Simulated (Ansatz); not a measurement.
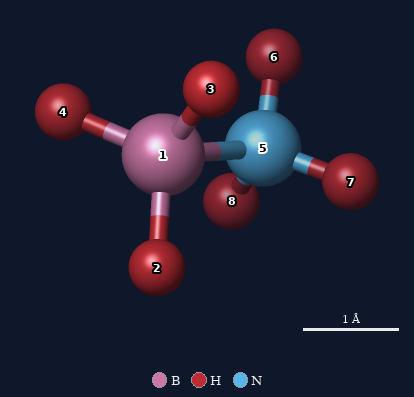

The input geometry (ball-and-stick view, seen at a tilt; atoms are numbered from 1 in the order of the input). Bond lengths as drawn: B–H 1.22 Å, B–N 1.65 Å and H–N 1.02 Å.

# Nudged elastic band of BNH6

The run: nudged elastic band of BNH6. Method and program: RKS r2SCAN-D4/def2-SVP (Ansatz 0.2.0).

It belongs to a series of runs on one base structure; here: band between the two ends. Figures and captions count atoms from 1; the log counts them from 0 in places.

Output:
```
Engine: ansatz 0.2.0, aarch64-unknown-linux-gnu
Functional definition: r2SCAN
  parameter k0 = 0.174
  parameter k1 = 0.065
  parameter a1 = 4.9479
  exchange = r2scan_x(k0 = k0, k1 = k1, a1 = a1)
  correlation = r2scan_c
674 factors; their error is unknown
mean field evaluation 1: about -2255.8013 eV, gradient 4.6e1 eV
mean field evaluation 2: about -2252.7533 eV, gradient 6.0e1 eV
mean field evaluation 4: about -2261.0124 eV, gradient 1.6e0 eV
mean field evaluation 8: about -2261.0225 eV, gradient 3.7e-2 eV
mean field evaluation 16: about -2260.9976 eV, gradient 1.5e-5 eV
mean field -2260.99762796 eV, -83.0901302683 hartree, gradient 1.5e-5 eV, S^2 0.000000; 0 other end points of the search recorded, 0 dependent functions left out
the calculation of the forces begins
reference -2260.99763664 eV, -83.0901305871 hartree; 9, 9 occupied and 49, 49 virtual orbitals, 674 factors
674 factors; their error is unknown
mean field -2260.90971334 eV, -83.0868994655 hartree, gradient 2.8e-5 eV, S^2 0.000000; 0 other end points of the search recorded, 0 dependent functions left out
[... from here on the field's lines of each further geometry are left out, up to the last ...]
NEB iter   1: max|band force component| = 7.196e0 eV/Å  barrier→ = 4.5824 eV  barrier← = 4.4933 eV  Δτ_max = 0.2000 Å  (214 SCF iters)
NEB iter   2: max|band force component| = 4.459e0 eV/Å  barrier→ = 3.2372 eV  barrier← = 3.1482 eV  Δτ_max = 0.2000 Å  (188 SCF iters)
NEB iter   3: max|band force component| = 3.442e0 eV/Å  barrier→ = 2.3465 eV  barrier← = 2.2575 eV  Δτ_max = 0.2000 Å  (201 SCF iters)
NEB iter   4: max|band force component| = 2.808e0 eV/Å  barrier→ = 1.8986 eV  barrier← = 1.8095 eV  Δτ_max = 0.1029 Å  (189 SCF iters)
NEB iter   5: max|band force component| = 1.510e0 eV/Å  barrier→ = 1.8905 eV  barrier← = 1.8014 eV  Δτ_max = 0.0998 Å  (185 SCF iters)
NEB iter   6: max|band force component| = 9.952e-1 eV/Å  barrier→ = 1.7837 eV  barrier← = 1.6946 eV  Δτ_max = 0.0995 Å  (185 SCF iters)
NEB iter   7: max|band force component| = 6.349e-1 eV/Å  barrier→ = 1.6694 eV  barrier← = 1.5804 eV  Δτ_max = 0.0998 Å  (184 SCF iters)
NEB iter   8: max|band force component| = 5.722e-1 eV/Å  barrier→ = 1.5780 eV  barrier← = 1.4890 eV  Δτ_max = 0.1834 Å  (177 SCF iters)
NEB iter   9: max|band force component| = 1.356e0 eV/Å  barrier→ = 1.5349 eV  barrier← = 1.4459 eV  Δτ_max = 0.1002 Å  (179 SCF iters)
NEB iter  10: max|band force component| = 2.824e0 eV/Å  barrier→ = 1.5161 eV  barrier← = 1.4270 eV  Δτ_max = 0.0501 Å  (188 SCF iters)
NEB iter  11: max|band force component| = 8.565e-1 eV/Å  barrier→ = 1.5258 eV  barrier← = 1.4368 eV  CI = image 3  Δτ_max = 0.0996 Å  (173 SCF iters)
NEB iter  12: max|band force component| = 3.784e-1 eV/Å  barrier→ = 1.5873 eV  barrier← = 1.4982 eV  CI = image 3  Δτ_max = 0.0468 Å  (192 SCF iters)
NEB iter  13: max|band force component| = 3.459e-1 eV/Å  barrier→ = 1.5858 eV  barrier← = 1.4967 eV  CI = image 3  Δτ_max = 0.0301 Å  (184 SCF iters)
NEB iter  14: max|band force component| = 1.962e-1 eV/Å  barrier→ = 1.5833 eV  barrier← = 1.4943 eV  CI = image 3  Δτ_max = 0.0075 Å  (175 SCF iters)
NEB iter  15: max|band force component| = 6.631e-2 eV/Å  barrier→ = 1.5823 eV  barrier← = 1.4932 eV  CI = image 3  Δτ_max = 0.0079 Å  (161 SCF iters)
the calculation of the forces begins
reference -2260.90482457 eV, -83.0867198064 hartree; 9, 9 occupied and 49, 49 virtual orbitals, 674 factors
674 factors; their error is unknown
mean field -2259.41551648 eV, -83.0319887438 hartree, gradient 1.4e-5 eV, S^2 0.000000; 1 other end points of the search recorded, 0 dependent functions left out
the calculation of the forces begins
reference -2259.41552482 eV, -83.0319890501 hartree; 9, 9 occupied and 49, 49 virtual orbitals, 674 factors
NEB iter  16: max|band force component| = 1.732e-2 eV/Å  barrier→ = 1.5820 eV  barrier← = 1.4929 eV  CI = image 3  Δτ_max = 0.0000 Å  (315 SCF iters)
```

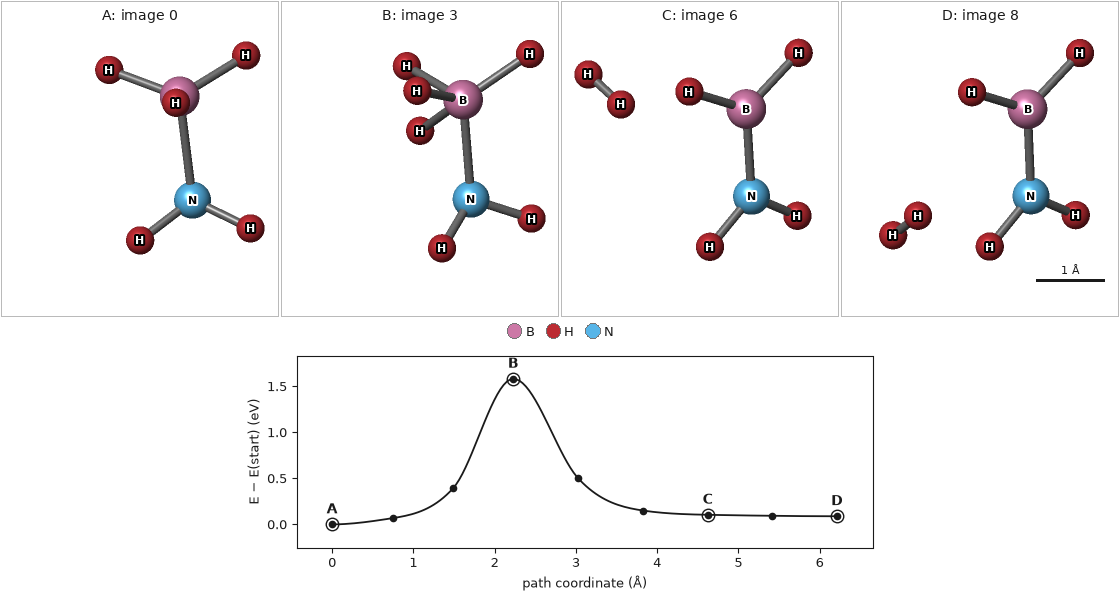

Images of the last band (counted from 0; ball-and-stick, seen at a tilt) above the energy along the path; the line is a cubic interpolation that uses the forces. The highest image is number 3, 1.582 eV above the start and 1.493 eV above the end (the climbing image); the end lies 0.089 eV above the start. The path is 6.22 Å long. The band converged in 16 iterations.

```
Total energy: -2259.43285999 eV, -83.0326261060 hartree
Atom 0 at     0.016419    -0.360545     0.101986 Å, force     0.016737    -0.021836     0.011741 eV/Å
Atom 1 at    -0.273972     0.339423     1.259972 Å, force    -0.000765     0.003294     0.002980 eV/Å
Atom 2 at     1.063803     0.140963    -0.239161 Å, force    -0.003701     0.002812    -0.005871 eV/Å
Atom 3 at    -0.978326    -0.177737    -0.562490 Å, force    -0.004253     0.003022    -0.001534 eV/Å
Atom 4 at     0.146252    -1.795852     0.731843 Å, force    -0.012998    -0.001391    -0.008376 eV/Å
Atom 5 at    -0.579572    -2.467673     0.508415 Å, force     0.001910     0.000782    -0.003311 eV/Å
Atom 6 at     1.067948    -2.217922     0.741944 Å, force     0.005593     0.004591     0.001050 eV/Å
Atom 7 at    -0.146753    -0.624259     1.454889 Å, force    -0.002522     0.008726     0.003320 eV/Å
Dipole moment:     0.027803    -0.402523     0.218417 e Å
this run last wrote the band of iteration 16 to [file]
```

The last band as extended XYZ (Å, eV, eV/Å):
```
8
Properties=species:S:1:pos:R:3:forces:R:3 image=0 energy=-2261.01481
B     0.0389   -0.1246    0.1607    0.0000  -0.0028   0.0021
H     0.2520    0.6367    1.0947    0.0013  -0.0027  -0.0006
H     0.9377   -0.1383   -0.6695   -0.0018  -0.0025   0.0007
H    -1.0739    0.0090   -0.3305    0.0005  -0.0015   0.0024
N     0.0401   -1.6306    0.8229    0.0001   0.0053  -0.0038
H    -0.1410   -2.3480    0.1180    0.0018   0.0011  -0.0012
H     0.9399   -1.8466    1.2566    0.0004   0.0020   0.0012
H    -0.6780   -1.7212    1.5444   -0.0023   0.0010  -0.0009
8
Properties=species:S:1:pos:R:3:forces:R:3 image=1 energy=-2260.94675
B     0.0307   -0.1223    0.1487    0.0012   0.0057   0.0050
H    -0.0290    0.6387    1.1039    0.0473   0.0348  -0.0101
H     1.0716   -0.0213   -0.4833   -0.0143  -0.0293  -0.0445
H    -0.9703   -0.0911   -0.5525   -0.0178   0.0062   0.0264
N     0.0523   -1.6394    0.8242   -0.0060   0.0115   0.0138
H    -0.4401   -2.3285    0.2536    0.0416   0.0058  -0.0454
H     1.0034   -1.9834    0.9660    0.0033   0.0384   0.0400
H    -0.4029   -1.6163    1.7368   -0.0553  -0.0731   0.0150
8
Properties=species:S:1:pos:R:3:forces:R:3 image=2 energy=-2260.62326
B    -0.0029   -0.1632    0.1111   -0.0490   0.3236   0.0036
H    -0.2794    0.4739    1.1340   -0.0004   0.2470  -0.2393
H     1.0968    0.1338   -0.3110    0.0253  -0.0203  -0.1835
H    -0.9299   -0.1673   -0.6738    0.0443  -0.0225  -0.1825
N     0.1092   -1.6895    0.7776   -0.0516   0.1973   0.1101
H    -0.6029   -2.3709    0.5128   -0.0184   0.1515   0.0643
H     1.0258   -2.1386    0.7748   -0.0515   0.1522   0.0628
H    -0.1009   -1.2418    1.6719    0.1012  -1.0287   0.3644
8
Properties=species:S:1:pos:R:3:forces:R:3 image=3 energy=-2259.43285
B     0.0164   -0.3605    0.1020    0.0167  -0.0218   0.0117
H    -0.2740    0.3394    1.2600   -0.0008   0.0033   0.0030
H     1.0638    0.1410   -0.2392   -0.0037   0.0028  -0.0059
H    -0.9783   -0.1777   -0.5625   -0.0043   0.0030  -0.0015
N     0.1463   -1.7959    0.7318   -0.0130  -0.0014  -0.0084
H    -0.5796   -2.4677    0.5084    0.0019   0.0008  -0.0033
H     1.0679   -2.2179    0.7419    0.0056   0.0046   0.0010
H    -0.1468   -0.6243    1.4549   -0.0025   0.0087   0.0033
8
Properties=species:S:1:pos:R:3:forces:R:3 image=4 energy=-2260.51370
B     0.0765   -0.5855   -0.1235    0.0812  -0.2959  -0.3166
H    -0.2920    0.4859    1.6397   -0.0817   0.2132   0.4357
H     1.0689    0.0940   -0.2524    0.0138  -0.0672  -0.0154
H    -0.9945   -0.1802   -0.5134    0.0070  -0.0676  -0.0048
N     0.1912   -1.9002    0.3596    0.0672  -0.1405  -0.4394
H    -0.6029   -2.5166    0.4716    0.0023  -0.0731  -0.0167
H     1.0674   -2.2964    0.6728    0.0235  -0.0686   0.0005
H    -0.1988   -0.2645    1.7429   -0.1133   0.4998   0.3566
8
Properties=species:S:1:pos:R:3:forces:R:3 image=5 energy=-2260.86396
B     0.0935   -0.6341   -0.2856    0.0015  -0.0237  -0.0333
H    -0.3740    0.6234    2.2332   -0.0156   0.0419   0.0873
H     1.0775    0.0647   -0.3534    0.0086  -0.0165  -0.0292
H    -1.0009   -0.2237   -0.5939    0.0043  -0.0176  -0.0278
N     0.2241   -1.9462    0.1618    0.0125  -0.0182  -0.0161
H    -0.5586   -2.5821    0.2619   -0.0015  -0.0044  -0.0224
H     1.1073   -2.3491    0.4529    0.0041  -0.0073  -0.0188
H    -0.2532   -0.1164    2.1206   -0.0138   0.0458   0.0604
8
Properties=species:S:1:pos:R:3:forces:R:3 image=6 energy=-2260.91032
B     0.0974   -0.6095   -0.4854    0.0037  -0.0003  -0.0052
H    -0.4034    0.3995    2.9101   -0.0013  -0.0026   0.0131
H     1.0739    0.0974   -0.5758    0.0008  -0.0014  -0.0082
H    -0.9962   -0.2426   -0.8470    0.0005  -0.0021  -0.0073
N     0.2357   -1.8825    0.0581   -0.0031   0.0021  -0.0014
H    -0.5371   -2.5298    0.1645    0.0004   0.0006   0.0026
H     1.1201   -2.2573    0.3819    0.0001   0.0009   0.0011
H    -0.2746   -0.1387    2.3909   -0.0011   0.0028   0.0053
8
Properties=species:S:1:pos:R:3:forces:R:3 image=7 energy=-2260.92117
B     0.1153   -0.5764   -0.6816    0.0001  -0.0010  -0.0024
H    -0.4058    0.0077    3.2367   -0.0002  -0.0036   0.0041
H     1.0930    0.1160   -0.8427    0.0010  -0.0011  -0.0049
H    -0.9553   -0.3004   -1.1707    0.0006  -0.0005  -0.0038
N     0.2247   -1.7256    0.0950   -0.0003   0.0021   0.0006
H    -0.5500   -2.3550    0.2721   -0.0007   0.0027   0.0026
H     1.0894   -2.0219    0.5335   -0.0005   0.0027   0.0024
H    -0.2954   -0.3078    2.5551    0.0000  -0.0013   0.0013
8
Properties=species:S:1:pos:R:3:forces:R:3 image=8 energy=-2260.92576
B     0.1498   -0.5950   -0.8585    0.0002  -0.0157   0.0267
H    -0.4357   -0.3409    3.4489    0.0028  -0.0026  -0.0209
H     1.1542    0.0091   -1.1549    0.0005  -0.0064  -0.0027
H    -0.9055   -0.3979   -1.4144    0.0003   0.0000   0.0029
N     0.2097   -1.5460    0.1567    0.0033   0.0080  -0.0140
H    -0.5891   -2.0934    0.4571    0.0030   0.0031  -0.0090
H     1.0601   -1.7723    0.6606   -0.0073   0.0107  -0.0043
H    -0.3277   -0.4272    2.7019   -0.0027   0.0028   0.0214
```

The run was set up as follows.

Input:
```yaml
crystal:
  periodic: [false, false, false]
  atoms:
    - { symbol: B, position_ang: [0.038879, -0.124585, 0.160712] }
    - { symbol: H, position_ang: [0.25202, 0.636691, 1.094726] }
    - { symbol: H, position_ang: [0.937726, -0.138313, -0.669471] }
    - { symbol: H, position_ang: [-1.073866, 0.009036, -0.330456] }
    - { symbol: "N", position_ang: [0.040071, -1.630553, 0.82289] }
    - { symbol: H, position_ang: [-0.140961, -2.348046, 0.117964] }
    - { symbol: H, position_ang: [0.939894, -1.84659, 1.256596] }
    - { symbol: H, position_ang: [-0.677965, -1.721242, 1.544437] }
basis:
  gaussian: { orbitals: def2-SVP }
hamiltonian:
  xc: r2scan
  dispersion: d4
neb:
  order_check: false
  images: 7
  f_tol: 0.05
  max_iterations: 60
  final_atoms:
    - { symbol: B, position_ang: [0.14978913, -0.59500561, -0.85849257] }
    - { symbol: H, position_ang: [-0.435731, -0.34085592, 3.44888776] }
    - { symbol: H, position_ang: [1.15421616, 0.0090986, -1.15485912] }
    - { symbol: H, position_ang: [-0.90552782, -0.39786814, -1.41440067] }
    - { symbol: "N", position_ang: [0.20974304, -1.54601987, 0.15665546] }
    - { symbol: H, position_ang: [-0.58908966, -2.09342645, 0.45707727] }
    - { symbol: H, position_ang: [1.06006069, -1.77228444, 0.66062074] }
    - { symbol: H, position_ang: [-0.32766255, -0.42724017, 2.70190913] }
  initial_path:
    images:
      - { positions_ang: [[0.038879, -0.124585, 0.160712], [0.25202, 0.636691, 1.094726], [0.937726, -0.138313, -0.669471], [-1.073866, 0.009036, -0.330456], [0.040071, -1.630553, 0.82289], [-0.140961, -2.348046, 0.117964], [0.939894, -1.84659, 1.256596], [-0.677965, -1.721242, 1.544437]] }
      - { positions_ang: [[0.01661056, -0.0966069, 0.11658088], [0.18548765, 0.48205577, 1.20190853], [0.94457584, -0.09891375, -0.66098762], [-1.07874927, -0.01033469, -0.39422258], [0.05909203, -1.6603313, 0.76682922], [-0.20104789, -2.39590588, 0.11259125], [0.88218273, -1.8737304, 1.30571517], [-0.49235366, -1.50983485, 1.54898316]] }
      - { positions_ang: [[-0.00565789, -0.0686288, 0.07244976], [0.1189553, 0.32742054, 1.30909105], [0.95142568, -0.05951449, -0.65250423], [-1.08363253, -0.02970538, -0.45798917], [0.07811307, -1.69010961, 0.71076844], [-0.26113477, -2.44376576, 0.1072185], [0.82447146, -1.90087079, 1.35483434], [-0.30674232, -1.29842771, 1.55352931]] }
      - { positions_ang: [[-0.02792633, -0.04065071, 0.02831863], [0.05242295, 0.17278531, 1.41627358], [0.95827552, -0.02011524, -0.64402085], [-1.0885158, -0.04907607, -0.52175575], [0.0971341, -1.71988791, 0.65470766], [-0.32122166, -2.49162563, 0.10184575], [0.76676019, -1.92801119, 1.40395351], [-0.12113098, -1.08702056, 1.55807547]] }
      - { positions_ang: [[-0.05019477, -0.01267261, -0.01581249], [-0.01410939, 0.01815008, 1.52345611], [0.96512536, 0.01928402, -0.63553747], [-1.09339906, -0.06844676, -0.58552233], [0.11615514, -1.74966621, 0.59864688], [-0.38130854, -2.53948551, 0.096473], [0.70904892, -1.95515159, 1.45307269], [0.06448036, -0.87561342, 1.56262162]] }
      - { positions_ang: [[-0.0001988, -0.15825586, -0.22648251], [-0.11951479, -0.07160142, 2.00481402], [1.01239806, 0.01673766, -0.76536788], [-1.04643125, -0.1508021, -0.79274192], [0.13955211, -1.69875463, 0.48814902], [-0.43325382, -2.42797075, 0.18662406], [0.79680186, -1.9094348, 1.2549597], [-0.03355537, -0.7635201, 1.8474435]] }
      - { positions_ang: [[0.04979718, -0.30383911, -0.43715253], [-0.2249202, -0.16135292, 2.48617193], [1.05967076, 0.01419131, -0.8951983], [-0.99946344, -0.23315745, -0.9999615], [0.16294909, -1.64784304, 0.37765117], [-0.4851991, -2.31645598, 0.27677513], [0.8845548, -1.86371801, 1.05684671], [-0.13159109, -0.65142679, 2.13226538]] }
      - { positions_ang: [[0.09979315, -0.44942236, -0.64782255], [-0.3303256, -0.25110442, 2.96752985], [1.10694346, 0.01164495, -1.02502871], [-0.95249563, -0.31551279, -1.20718109], [0.18634607, -1.59693146, 0.26715332], [-0.53714438, -2.20494122, 0.3669262], [0.97230774, -1.81800122, 0.85873373], [-0.22962682, -0.53933348, 2.41708725]] }
      - { positions_ang: [[0.14978913, -0.59500561, -0.85849257], [-0.435731, -0.34085592, 3.44888776], [1.15421616, 0.0090986, -1.15485912], [-0.90552782, -0.39786814, -1.41440067], [0.20974304, -1.54601987, 0.15665546], [-0.58908966, -2.09342645, 0.45707727], [1.06006069, -1.77228444, 0.66062074], [-0.32766255, -0.42724017, 2.70190913]] }
```

Launched with:
```bash
ansatz run input.yaml --threads 1 --pin off --max-ram 2048MiB --backend cpu --events-out ev --progress --plain --runs-dir out
```

Results in brief:

- outcome: converged
- barrier, forward: 1.582 eV
- barrier, backward: 1.493 eV
- hardware: 1 thread of Arm Neoverse V2, 24 GiB of memory available, shared host
- wall time: 2.9 min
- peak memory: 0.11 GiB

The order of the saddle point was not checked.
